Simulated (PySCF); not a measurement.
# C2H5F4NW (W(NEt)F4): the cost of one run

Programs: PySCF 2.14.0, with density-fitted response routines of our own. Each step states its level of theory. These are calculated values for one molecule in the gas phase, unless marked as measured. Atoms count from 0, in the outputs and in this text.

## (1) The starting structure

13 atoms, charge 0, multiplicity 1; geometry from: GFN2-xTB. The atoms were then displaced at random by about 0.03 Å, so the start is not that level's minimum.

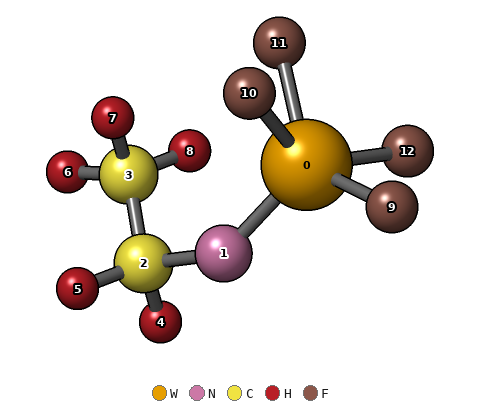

As it starts; tungsten amber, nitrogen pink, carbon yellow, hydrogen red, fluorine brown, atoms numbered.

## (2) Optimising the geometry at PBE0-D3(BJ)/def2-SVP

The job: settings as JSON, then the geometry in Å.

```
{"job": {"xc": "PBE0", "basis": "def2-SVP", "d3": "d3bj", "grid": 1, "maxiter": 40, "shake": 0.03, "kind": "geom"}, "charge": 0, "multiplicity": 1}
W      0.536080     0.012420    -1.557830
N      1.080440     0.001230     0.098660
C      0.503870    -0.071930     1.403910
C     -0.869050    -0.072600     1.248720
H      0.891100    -0.996600     1.910100
H      0.859120     0.810820     2.030550
H     -1.466000    -0.148140     2.210190
H     -1.212970     0.867090     0.722720
H     -1.234890    -0.937000     0.692080
F      1.910460     0.122360    -2.738340
F      0.228370     1.893330    -2.035210
F     -1.346430     0.110090    -1.723160
F      0.150530    -1.643190    -2.240190
```

Started as:

```console
$ OMP_NUM_THREADS=1 python probes_run.py task.json out
```

This one command runs all jobs of the session in turn.

**Question.** How long does this first job take on 1 thread of Arm Neoverse V1, shared host, and how much memory does it need?

About 4.4 min, with a peak of 0.61 GiB.
